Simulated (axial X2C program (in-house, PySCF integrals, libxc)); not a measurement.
# All-electron X2C curves of SbSi⁻

Aim: find the lowest determinant of SbSi⁻, scan the bond at several levels and fit the constants, once spin-free and once with spin–orbit coupling.

Program: an in-house X2C program for linear molecules on PySCF integrals. Level of theory: all-electron X2C, Sb dyall-acv3z, Si dyall-av3z. These are calculated values, not measurements.

### Step 1. Input

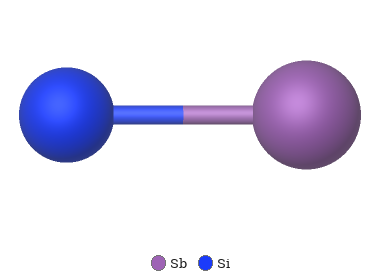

The two atoms at 2.560 Å (antimony purple, silicon blue).

Contents of task.json:

```json
{"zs": [51, 14], "q": -1, "bas": ["dyall-acv3z", "dyall-av3z"], "levels": ["PBE0", "HF", "BHandHLYP"], "cc": true, "r0": 2.56, "thr": -1.0, "nmax": 90, "npts": 10, "nst": 2, "ntry": 6}
```

Keys: zs atomic numbers; q charge; bas basis sets; levels methods (HF also brings MP2); cc coupled cluster on or off; r0 starting distance in Å; thr threshold in hartree for freezing inner shells (an s shell follows its p shell); nmax most natural virtual spinors; npts points asked for on the curve; nst determinants followed; ntry starts of the search.

Run with:

```
python so2c.py task.json out
```

Spin-free means the one-electron spin-free X2C Hamiltonian; two-component (2c) means X2C with spin–orbit coupling and atomic mean-field two-electron Coulomb and Gaunt terms. Basis: Sb dyall-acv3z contracted to [12s13p9d5f1g], Si dyall-av3z contracted to [9s8p3d2f]; Gaussian nuclei, density fitting. Masses: Sb 120.904 u, Si 27.977 u.

Notation: σ, π±, δ± give the projection m of an orbital's angular momentum (0, ±1, ±2), α and β its spin, Λ and M_S the sums; ω is the projection of a spinor's total angular momentum and Ω the sum. Logs are in hartree.

The results follow Hamiltonian by Hamiltonian and level by level.

### Step 2. Search for the lowest determinant

PBE0 moves the distance from 2.560 Å to 2.311 Å and compares determinants there.

Spin-free determinants:

| ΔE (eV) | state | open shells |
| --- | --- | --- |
| 0.00 | M_S = 0, Λ = 0 | closed shell |
| 1.99 | M_S = 1, Λ = 2 | beyond closed shells: 2 × π+α, π+β, π-α |
| 1.99 | M_S = 1, Λ = 0 | beyond closed shells: π+α, π+β, 2 × π-α |
| 2.26 | M_S = 0, Λ = 2 | beyond closed shells: π+α, 2 × π+β, π-α |
| 3.13 | M_S = 1, Λ = 1 | beyond closed shells: σα, π+α, π+β, π-α |
| 3.14 | M_S = 0, Λ = 1 | beyond closed shells: σβ, π+α, π+β, π-α |
| 3.47 | M_S = 2, Λ = 0 | beyond closed shells: 2 × π+α, 2 × π-α |

Two-component determinants:

```csv
ΔE (eV),state,open shells
0.00,Ω = 0,closed shell
1.82,Ω = 1,"excess of +ω over −ω: ω = -1/2, ω = 3/2"
1.94,Ω = 3,excess of +ω over −ω: 2 × ω = 3/2
2.00,Ω = 1,excess of +ω over −ω: 2 × ω = 1/2
2.10,Ω = 2,"excess of +ω over −ω: ω = 1/2, ω = 3/2"
2.12,Ω = 1,"excess of +ω over −ω: ω = -1/2, ω = 3/2"
2.15,Ω = 2,"excess of +ω over −ω: ω = 1/2, ω = 3/2"
```

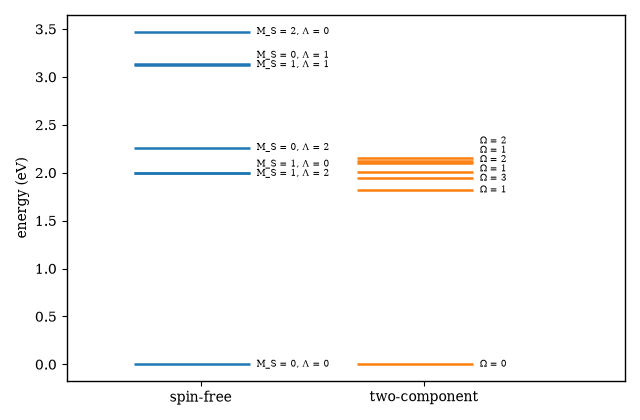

The determinants found, each set from its own lowest.

### Step 3. PBE0, spin-free

State followed: M_S = 0, Λ = 0 (closed shell). The scan is laid around 2.311 Å, a first estimate of the minimum, and this SCF restarts from the orbitals of the search.

Output at 2.311 Å:

```text
spin-free X2C-1e  PBE0
basis functions 202  fitting functions 1054  grid points 5080
iter        total energy     max residual
   1      -6770.535842182     7.72e-05
   2      -6770.535842347     4.65e-05
   3      -6770.535842368     3.32e-05
   4      -6770.535842409     1.23e-05
   5      -6770.535842409     1.29e-05
converged
one-electron -9643.56022231  Coulomb 2902.34034665  exact exchange -47.45838866  xc functional -145.35066705  nuclear repulsion 163.49308896
```

Along the bond, energies from the lowest point:

```
R (Å)  E (eV)  μ (D)  HOMO (eV)  LUMO (eV)  iterations
2.011  1.1654  -2.98      -0.86       2.71          35
2.103  0.4826  -2.96      -0.98       2.70          29
2.172  0.1892  -2.94      -1.06       2.69          33
2.242  0.0388  -2.92      -1.09       2.68          29
2.311  0.0000  -2.90      -1.01       2.67           5
2.392  0.0621  -2.87      -0.94       2.57          28
2.473  0.2098  -2.84      -0.87       2.43          26
2.577  0.4866  -2.81      -0.80       2.25          26
2.704  0.9073  -2.79      -0.73       2.05          26
2.889  1.5918  -2.79      -0.66       1.76          27
```

Dipoles are positive if Si is the positive end and refer to the centre of mass.

Outer orbitals at the reference distance:

| symmetry | occupied | ε (eV) | atomic character |
| --- | --- | --- | --- |
| δ-α | yes | -30.11 | 100% Sb d |
| δ+α | yes | -30.11 | 100% Sb d |
| σα | yes | -30.08 | 100% Sb d |
| π-α | yes | -30.04 | 100% Sb d |
| π+α | yes | -30.04 | 100% Sb d |
| σα | yes | -9.95 | 50% Sb s, 26% Si s, 11% Si p |
| σα | yes | -5.60 | 38% Si s, 23% Sb p, 19% Sb s |
| σα | yes | -1.18 | 43% Si p, 38% Sb p, 8% Si s |
| π-α | yes | -1.01 | 54% Sb p, 36% Si p, 5% Si d |
| π+α | yes | -1.01 | 54% Sb p, 36% Si p, 5% Si d |
| σα | no | 2.67 | 57% Si p, 35% Sb p, 3% Si s |
| π-α | no | 2.70 | 40% Si p, 21% Sb p, 19% Sb d |
| π+α | no | 2.70 | 40% Si p, 21% Sb p, 19% Sb d |
| σα | no | 3.29 | 33% Sb p, 23% Si s, 23% Si p |

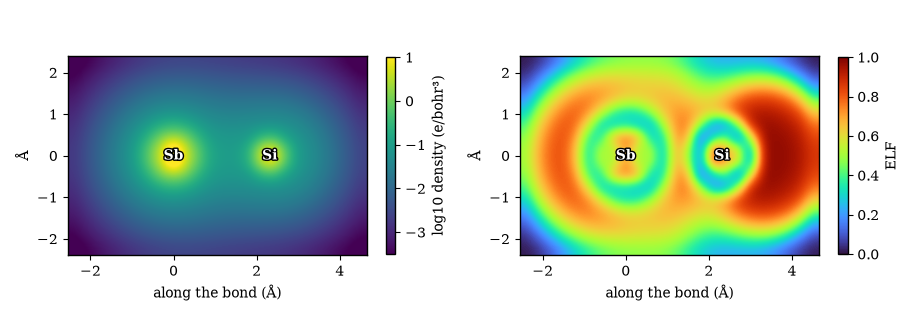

PBE0 fields in a plane through the axis, from a grid of 0.3 Å; Sb lies at z = 0 and Si at z = 2.311 Å; the ELF is damped to zero where the density is low.

Re = 2.305 Å, ωe = 468 cm⁻¹, ωexe = 1.11 cm⁻¹, Be = 0.1397 cm⁻¹, De = 4.00 eV, μ = -2.90 D.

### Step 4. HF, spin-free

Output at 2.311 Å:

```text
spin-free X2C-1e  HF
basis functions 202  fitting functions 1054  grid points 5080
iter        total energy     max residual
   1      -6767.560341326     3.37e-01
   2      -6767.584976594     7.00e-03
   3      -6767.585836485     1.43e-02
   4      -6767.586081070     3.33e-03
   5      -6767.586110181     9.86e-04
   6      -6767.586116101     4.93e-04
   7      -6767.586117164     6.68e-05
   8      -6767.586117333     5.42e-05
   9      -6767.586117349     1.38e-05
  10      -6767.586117351     3.34e-06
  11      -6767.586117351     9.23e-07
converged
one-electron -9642.14995402  Coulomb 2900.97620943  exact exchange -189.90546172  xc functional 0.00000000  nuclear repulsion 163.49308896
```

Re = 2.284 Å, ωe = 503 cm⁻¹, ωexe = 1.01 cm⁻¹, Be = 0.1422 cm⁻¹, De = 1.39 eV, μ = -2.43 D.

### Step 5. BHandHLYP, spin-free

Output at 2.311 Å:

```text
spin-free X2C-1e  BHandHLYP
basis functions 202  fitting functions 1054  grid points 5080
iter        total energy     max residual
   1      -6770.978549109     9.69e-02
   2      -6770.980420570     2.67e-03
   3      -6770.980548797     5.77e-03
   4      -6770.980566483     8.32e-04
   5      -6770.980568161     4.84e-04
   6      -6770.980568326     1.40e-04
   7      -6770.980568370     4.24e-05
   8      -6770.980568372     8.44e-06
converged
one-electron -9643.56619076  Coulomb 2902.36924035  exact exchange -94.93351428  xc functional -98.34319265  nuclear repulsion 163.49308896
```

Re = 2.292 Å, ωe = 481 cm⁻¹, ωexe = 1.09 cm⁻¹, Be = 0.1412 cm⁻¹, De = 3.86 eV, μ = -2.67 D.

### Step 6. Correlated methods, spin-free

Correlated methods: 10 electrons correlated (frozen shells, counted by type: Sb 4 s, 3 p, 2 d; Si 2 s, 1 p), 292 virtual spinors in MP2, 88 natural virtuals in coupled cluster.

Output of the correlated part at 2.311 Å:

```text
correlated 10  virtual 292  natural virtual 88  E(MP2) -0.236073005  MP2 remainder -0.009337542
iter   CCSD correlation   residual
   1     -0.229549012   1.82e-01
   2     -0.238939837   7.95e-02
   3     -0.241997336   3.41e-02
   4     -0.242226407   1.17e-02
   5     -0.242293491   4.82e-03
   6     -0.242284219   1.32e-03
   7     -0.242283838   4.00e-04
   8     -0.242287077   1.33e-04
   9     -0.242285746   5.01e-05
  10     -0.242286195   1.53e-05
  11     -0.242285860   5.57e-06
  12     -0.242285875   1.98e-06
(T) -0.018976366  T1 0.0356  D1 0.0509  max T2 0.099
```

T1 in the output is the amplitude norm over the root of the electron number; divide by √2 for the Lee–Taylor value.

MP2: Re = 2.350 Å, ωe = 428 cm⁻¹, Be = 0.1344 cm⁻¹, De = 4.02 eV.

CCSD: Re = 2.326 Å, ωe = 459 cm⁻¹, ωexe = 1.13 cm⁻¹, Be = 0.1372 cm⁻¹, De = 3.67 eV. T1 at Re = 0.026 (Lee–Taylor, the printed value over √2).

CCSD(T): Re = 2.347 Å, ωe = 436 cm⁻¹, ωexe = 1.27 cm⁻¹, Be = 0.1347 cm⁻¹, De = 3.99 eV. T1 at Re = 0.027 (Lee–Taylor, the printed value over √2).

### Step 7. A higher determinant, spin-free

State: M_S = 1, Λ = 2 (beyond closed shells: 2 × π+α, π+β, π-α).

Output at the reference distance:

```text
spin-free X2C-1e  PBE0
basis functions 202  fitting functions 1054  grid points 5080
iter        total energy     max residual
   1      -6770.462643003     4.19e-05
   2      -6770.462643006     5.98e-05
   3      -6770.462643046     1.87e-05
   4      -6770.462643048     2.02e-05
   5      -6770.462643052     2.51e-06
converged
one-electron -9642.66921146  Coulomb 2901.54374228  exact exchange -47.46961456  xc functional -145.36064828  nuclear repulsion 163.49308896
```

```
R (Å)  E above the lowest PBE0 point (eV)
2.011                               4.143
2.103                               3.136
2.172                               2.612
2.242                               2.241
2.311                               1.992
2.392                               1.822
2.473                               1.752
2.577                               1.769
2.704                               1.902
```

Re = 2.506 Å, ωe = 347 cm⁻¹, ωexe = 0.954 cm⁻¹, Be = 0.1181 cm⁻¹, μ = -3.58 D. Te = 1.75 eV.

### Step 8. The spin-free curves together

Energy (eV) of the followed determinant, spin-free, from each level's lowest point:

```
R (Å)   PBE0     HF    MP2   CCSD  CCSD(T)  BHandHLYP
2.011  1.165  1.115  1.413    n/a      n/a      1.109
2.103  0.483  0.429  0.647  0.584    0.648      0.440
2.172  0.189  0.145  0.297  0.251    0.296      0.159
2.242  0.039  0.013  0.092  0.067    0.090      0.023
2.311  0.000  0.000  0.000  0.000    0.000      0.000
2.392  0.062  0.101  0.001  0.034    0.004      0.082
2.473  0.210  0.294  0.086  0.157    0.096      0.250
2.577  0.487  0.638  0.281  0.408    0.301      0.554
2.704  0.907  1.150  0.599    n/a      n/a      1.008
2.889  1.592  1.976  1.143    n/a      n/a      1.742
```

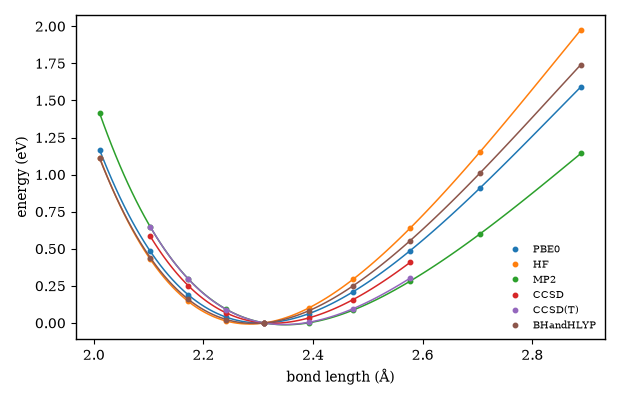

Curves of the followed state, spin-free, each from its own lowest point.

### Step 9. PBE0, 2c

State followed: Ω = 0 (closed shell). The scan is laid around 2.311 Å, a first estimate of the minimum, and this SCF restarts from the orbitals of the search.

Output at 2.311 Å:

```text
two-component X2C + atomic mean field  PBE0
basis functions 202  fitting functions 1054  grid points 5080
iter        total energy     max residual
   1      -6767.772923869     6.49e-06
   2      -6767.772923869     5.67e-06
converged
one-electron -9635.57371553  Coulomb 2900.82430905  exact exchange -47.43164599  xc functional -145.27277224  nuclear repulsion 163.49308896  atomic mean-field constant -3.81218813
```

Along the bond, energies from the lowest point:

```
R (Å)  E (eV)  μ (D)  HOMO (eV)  LUMO (eV)  iterations
2.011  1.1692  -3.01      -0.83       2.81          36
2.103  0.4864  -2.99      -0.93       2.80          32
2.172  0.1923  -2.97      -0.98       2.78          29
2.242  0.0406  -2.96      -0.97       2.76          27
2.311  0.0000  -2.94      -0.90       2.66           2
2.392  0.0594  -2.91      -0.82       2.53          26
2.473  0.2037  -2.90      -0.76       2.39          25
2.577  0.4750  -2.88      -0.69       2.22          26
2.704  0.8872  -2.88      -0.62       2.01          25
2.889  1.5540  -2.93      -0.54       1.75          25
```

Dipoles are positive if Si is the positive end and refer to the centre of mass.

Outer spinors at the reference distance:

```json
{"ω": "3/2", "occupied": "yes", "ε (eV)": "-30.82", "atomic character": "100% Sb d", "λ mixture": "82% δ, 18% π"}
{"ω": "1/2", "occupied": "yes", "ε (eV)": "-30.78", "atomic character": "100% Sb d", "λ mixture": "58% π, 42% σ"}
{"ω": "5/2", "occupied": "yes", "ε (eV)": "-29.62", "atomic character": "100% Sb d", "λ mixture": "100% δ"}
{"ω": "1/2", "occupied": "yes", "ε (eV)": "-29.59", "atomic character": "100% Sb d", "λ mixture": "58% σ, 42% π"}
{"ω": "3/2", "occupied": "yes", "ε (eV)": "-29.57", "atomic character": "100% Sb d", "λ mixture": "82% π, 18% δ"}
{"ω": "1/2", "occupied": "yes", "ε (eV)": "-9.95", "atomic character": "50% Sb s, 26% Si s, 11% Si p", "λ mixture": "100% σ"}
{"ω": "1/2", "occupied": "yes", "ε (eV)": "-5.60", "atomic character": "38% Si s, 23% Sb p, 19% Sb s", "λ mixture": "100% σ"}
{"ω": "1/2", "occupied": "yes", "ε (eV)": "-1.32", "atomic character": "47% Sb p, 37% Si p, 5% Si s", "λ mixture": "58% σ, 42% π"}
{"ω": "1/2", "occupied": "yes", "ε (eV)": "-1.00", "atomic character": "46% Sb p, 40% Si p, 4% Si d", "λ mixture": "58% π, 42% σ"}
{"ω": "3/2", "occupied": "yes", "ε (eV)": "-0.90", "atomic character": "51% Sb p, 39% Si p, 4% Si d", "λ mixture": "100% π"}
{"ω": "1/2", "occupied": "no", "ε (eV)": "2.66", "atomic character": "43% Si p, 19% Sb d, 19% Sb p", "λ mixture": "100% π"}
{"ω": "1/2", "occupied": "no", "ε (eV)": "2.74", "atomic character": "57% Si p, 37% Sb p", "λ mixture": "100% σ"}
{"ω": "3/2", "occupied": "no", "ε (eV)": "2.75", "atomic character": "37% Si p, 24% Sb p, 18% Sb d", "λ mixture": "100% π"}
{"ω": "1/2", "occupied": "no", "ε (eV)": "3.29", "atomic character": "34% Sb p, 23% Si p, 22% Si s", "λ mixture": "100% σ"}
```

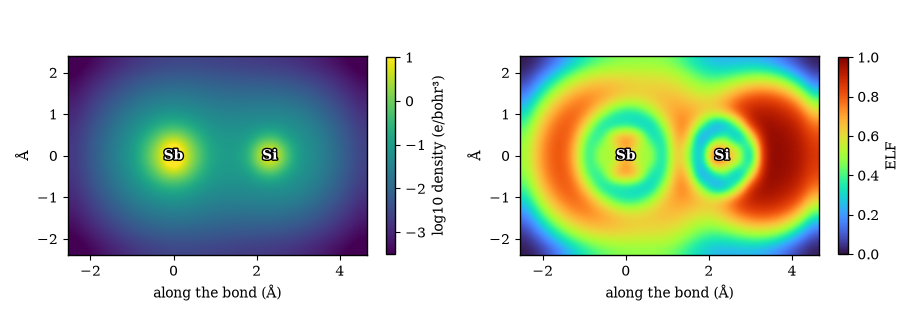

PBE0 fields in a plane through the axis, from a grid of 0.3 Å; Sb lies at z = 0 and Si at z = 2.311 Å; the ELF is damped to zero where the density is low.

Re = 2.306 Å, ωe = 465 cm⁻¹, ωexe = 1.13 cm⁻¹, Be = 0.1395 cm⁻¹, De = 3.95 eV, μ = -2.94 D.

### Step 10. HF, 2c

The SCF at the reference distance of 2.311 Å:

```text
two-component X2C + atomic mean field  HF
basis functions 202  fitting functions 1054  grid points 5080
iter        total energy     max residual
   1      -6764.795089593     3.87e-01
   2      -6764.819706561     6.97e-03
   3      -6764.820588245     1.64e-02
   4      -6764.820841979     3.62e-03
   5      -6764.820883715     1.41e-03
   6      -6764.820900841     1.43e-03
   7      -6764.820912339     3.80e-04
   8      -6764.820917714     2.80e-04
   9      -6764.820919965     2.64e-04
  10      -6764.820920530     7.54e-05
  11      -6764.820920620     1.36e-05
  12      -6764.820920629     1.01e-05
  13      -6764.820920630     2.16e-06
converged
one-electron -9634.17115997  Coulomb 2899.46836222  exact exchange -189.79902372  xc functional 0.00000000  nuclear repulsion 163.49308896  atomic mean-field constant -3.81218813
```

Re = 2.288 Å, ωe = 496 cm⁻¹, ωexe = 1.28 cm⁻¹, Be = 0.1418 cm⁻¹, De = 1.38 eV, μ = -2.51 D.

### Step 11. BHandHLYP, 2c

Output at 2.311 Å:

```text
two-component X2C + atomic mean field  BHandHLYP
basis functions 202  fitting functions 1054  grid points 5080
iter        total energy     max residual
   1      -6768.214802554     1.11e-01
   2      -6768.216685467     2.32e-03
   3      -6768.216811991     6.13e-03
   4      -6768.216833027     1.11e-03
   5      -6768.216836244     7.08e-04
   6      -6768.216837035     4.47e-04
   7      -6768.216837324     9.28e-05
   8      -6768.216837368     7.17e-05
   9      -6768.216837374     5.30e-06
converged
one-electron -9635.58297907  Coulomb 2900.85667885  exact exchange -94.88014086  xc functional -98.29129712  nuclear repulsion 163.49308896  atomic mean-field constant -3.81218813
```

Re = 2.295 Å, ωe = 477 cm⁻¹, ωexe = 1.14 cm⁻¹, Be = 0.1409 cm⁻¹, De = 3.80 eV, μ = -2.71 D.

### Step 12. MP2 and beyond, 2c

Correlated methods: 10 electrons correlated (frozen shells, counted by type: Sb 4 s, 3 p, 2 d; Si 2 s, 1 p), 292 virtual spinors in MP2, 90 natural virtuals in coupled cluster.

Output of the correlated part at 2.311 Å:

```text
correlated 10  virtual 292  natural virtual 90  E(MP2) -0.234421162  MP2 remainder -0.008819096
iter   CCSD correlation   residual
   1     -0.229128861   1.80e-01
   2     -0.238379004   7.83e-02
   3     -0.241429198   3.43e-02
   4     -0.241673575   1.23e-02
   5     -0.241755541   5.48e-03
   6     -0.241753794   2.00e-03
   7     -0.241757480   8.63e-04
   8     -0.241766660   4.03e-04
   9     -0.241763048   1.75e-04
  10     -0.241765134   6.05e-05
  11     -0.241763924   2.31e-05
  12     -0.241764084   1.02e-05
  13     -0.241764061   4.27e-06
  14     -0.241764029   2.24e-06
  15     -0.241764041   1.26e-06
(T) -0.018829015  T1 0.0380  D1 0.0689  max T2 0.098
```

MP2: No constants are quoted: the points don't follow one smooth fit.

CCSD: Re = 2.327 Å, ωe = 456 cm⁻¹, ωexe = 1.19 cm⁻¹, Be = 0.137 cm⁻¹, De = 3.63 eV. T1 at Re = 0.028 (Lee–Taylor, the printed value over √2).

CCSD(T): Re = 2.347 Å, ωe = 437 cm⁻¹, ωexe = 0.984 cm⁻¹, Be = 0.1347 cm⁻¹, De = 3.95 eV. T1 at Re = 0.029 (Lee–Taylor, the printed value over √2).

### Step 13. A higher determinant, 2c

State: Ω = 1 (excess of +ω over −ω: ω = -1/2, ω = 3/2).

Output at the reference distance:

```text
two-component X2C + atomic mean field  PBE0
basis functions 202  fitting functions 1054  grid points 5080
iter        total energy     max residual
   1      -6767.706043819     3.74e-05
   2      -6767.706043821     6.40e-06
converged
one-electron -9634.83743347  Coulomb 2900.17975965  exact exchange -47.44368175  xc functional -145.28558908  nuclear repulsion 163.49308896  atomic mean-field constant -3.81218813
```

```
R (Å)  E above the lowest PBE0 point (eV)
2.011                               3.971
2.103                               2.965
2.172                               2.441
2.242                               2.070
2.311                               1.820
2.392                               1.648
2.473                               1.576
2.577                               1.588
2.704                               1.713
```

Re = 2.511 Å, ωe = 342 cm⁻¹, ωexe = 1.04 cm⁻¹, Be = 0.1177 cm⁻¹, μ = -3.70 D. Te = 1.57 eV.

### Step 14. The 2c curves together

Energy (eV) of the followed determinant, 2c, from each level's lowest point:

```
R (Å)   PBE0     HF    MP2   CCSD  CCSD(T)  BHandHLYP
2.011  1.169  1.127  1.398    n/a      n/a      1.116
2.103  0.486  0.440  0.635  0.587    0.648      0.446
2.172  0.192  0.153  0.286  0.254    0.296      0.164
2.242  0.041  0.018  0.085  0.069    0.091      0.026
2.311  0.000  0.000  0.000  0.000    0.000      0.000
2.392  0.059  0.092  0.017  0.031    0.004      0.077
2.473  0.204  0.272  0.139  0.151    0.097      0.240
2.577  0.475  0.586  0.447  0.394    0.309      0.534
2.704  0.887  1.021  1.013    n/a      n/a      0.970
2.889  1.554  1.643  1.932    n/a      n/a      1.653
```

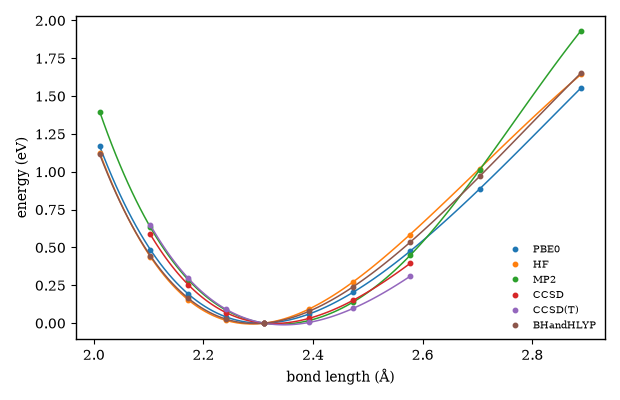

Curves of the followed state, 2c, each from its own lowest point.

Time for the job: 3.3 min (1 thread of AMD EPYC 7B13 (Zen 3), shared host); peak memory 0.68 GiB.

### Step 15. What came out

Lowest determinant that the search found at its distance, spin-free: M_S = 0, Λ = 0 (closed shell).

Lowest determinant that the search found at its distance, 2c: Ω = 0 (closed shell).

| Hamiltonian | level | Re (Å) | ωe (cm⁻¹) | De (eV) | μ (D) |
| --- | --- | --- | --- | --- | --- |
| spin-free | PBE0 | 2.305 | 468 | 4.00 | -2.90 |
| spin-free | HF | 2.284 | 503 | 1.39 | -2.43 |
| spin-free | MP2 | 2.350 | 428 | 4.02 | n/a |
| spin-free | CCSD | 2.326 | 459 | 3.67 | n/a |
| spin-free | CCSD(T) | 2.347 | 436 | 3.99 | n/a |
| spin-free | BHandHLYP | 2.292 | 481 | 3.86 | -2.67 |
| 2c | PBE0 | 2.306 | 465 | 3.95 | -2.94 |
| 2c | HF | 2.288 | 496 | 1.38 | -2.51 |
| 2c | CCSD | 2.327 | 456 | 3.63 | n/a |
| 2c | CCSD(T) | 2.347 | 437 | 3.95 | n/a |
| 2c | BHandHLYP | 2.295 | 477 | 3.80 | -2.71 |

Dipoles are positive if Si is the positive end and refer to the centre of mass. No constants: 2c MP2 (the points don't follow one smooth fit).

Time per point (s) on 1 thread of AMD EPYC 7B13 (Zen 3), shared host (2c runs; CCSD comes with the CCSD(T) run); the times are rough: PBE0 1, HF 0.78, CCSD(T) 4.6, BHandHLYP 1.1.

**Reading.** At CCSD(T), going from spin-free to two-component changes Re by 0 mÅ, ωe by +0.3 %, which is small (part of it comes from the scalar share of the two-electron terms). De moves by -0.04 eV; both De rest on single-determinant atoms, which can miss part of an open shell's spin–orbit lowering.

De refers to Sb + Si-, each in the lowest determinant found, which need not be this curve's own limit. Each curve is one determinant whose occupation by symmetry is held fixed; it was picked as the lowest of a PBE0 search that is not exhaustive. The closed shell is kept restricted; where the fragments are open shells, the energy then runs too high at long range. De is counted from the lowest determinant-based energies of the atoms at the same level, without counterpoise correction. Coupled cluster ran in a truncated set of natural virtual spinors; the MP2 energy of the rest was added. With the outer-core shells frozen, correlated bond lengths of heavy atoms tend to come out a few hundredths of an ångström too long. T1 at Re is 0.029 (Lee–Taylor), above the customary mark of 0.02.
